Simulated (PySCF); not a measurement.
Vertical excitations of a molecule C₂H₇ClOSi from TDDFT-ωB97X/def2-SVPD (PySCF 2.14.0), as energy in eV (oscillator strength): 8.20 (0.017), 8.32 (0.026), 8.64 (0.015), 8.71 (0.031), 8.83 (0.055), 8.98 (0.076), 9.15 (0.016), 9.23 (0.095), 9.38 (0.098), 9.40 (0.035). Lowest triplet (TDA): 7.87 eV. Geometry: B3LYP-D3(BJ)/def2-SVP. Other conformers were not sampled.

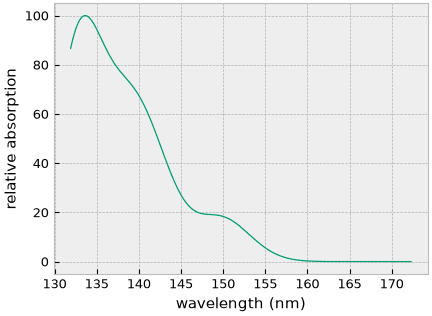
Fig. 1. The lines broadened by 0.4 eV.

### Question
Which structure fits?
A. CO[SiH](C)Cl
B. CC[Si@@H](O)Cl
C. OCC[SiH2]Cl
D. C[C@@H](O)[SiH2]Cl

### Answer
A, CO[SiH](C)Cl
